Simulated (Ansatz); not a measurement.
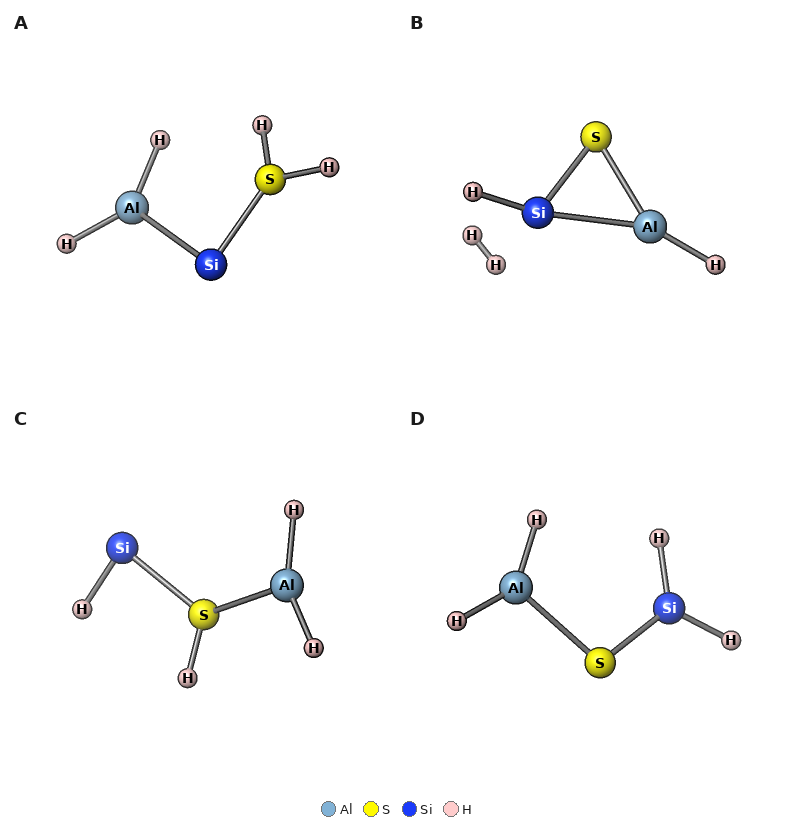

4 stationary structures of one formula. The species has charge +1 and is a spin singlet. Geometries: PBE-D4/def2-SVP. Electronic energies: PBE-D4/def2-SVP (Ansatz 0.2.0), without zero-point energy. No frequency run is at hand to confirm each as a minimum. Each is one conformer, not always the lowest.

Question: Rank them by energy, lowest first.

Answer: D is lowest (Cs); B lies 0.741 eV above it (C1), C lies 0.980 eV above it (C1), A lies 2.331 eV above it (Cs).
